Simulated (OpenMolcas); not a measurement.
# C4H12Ge (SMILES CC(C)C[GeH3]): methods side by side

C4H12Ge: 17 atoms, total charge 0, spin state singlet. As SMILES, `CC(C)C[GeH3]`. Geometry: relaxed at PBE0-D4/def2-TZVP. This is one conformer, not always the lowest.

Quantity: the HOMO–LUMO gap, in eV. The values are calculated.

```tsv
level	kind	program	value (eV)	CPU time
HF/6-31G* (spherical functions)	Hartree–Fock	OpenMolcas	15.23	18 s
SVWN5/6-31G* (spherical functions)	LDA	OpenMolcas	7.31	68 s
revPBE/6-31G* (spherical functions)	GGA	OpenMolcas	7.49	84 s
M06-L/6-31G* (spherical functions)	meta-GGA	OpenMolcas	8.23	93 s
r2SCAN/6-31G* (spherical functions)	meta-GGA	OpenMolcas	8.16	98 s
PBE0/6-31G* (spherical functions)	global hybrid	OpenMolcas	9.48	83 s
B2PLYP/6-31G* (spherical functions)	double hybrid	OpenMolcas	11.58	40 s
```

All-electron rows without a relativistic Hamiltonian named are non-relativistic. The values span 7.31 to 15.23 eV. Orbital gaps aren't excitation energies, and those of double hybrids come from the SCF part alone; they tend to grow with the share of exact exchange. Times are those of the runs behind each value, whatever else they computed, on shared processors of several kinds: orders of magnitude only.

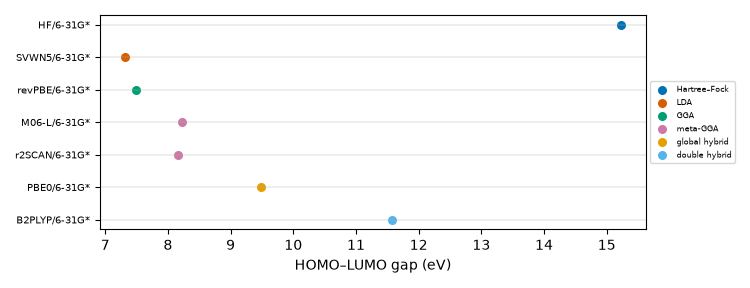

The values of the table, level by level.
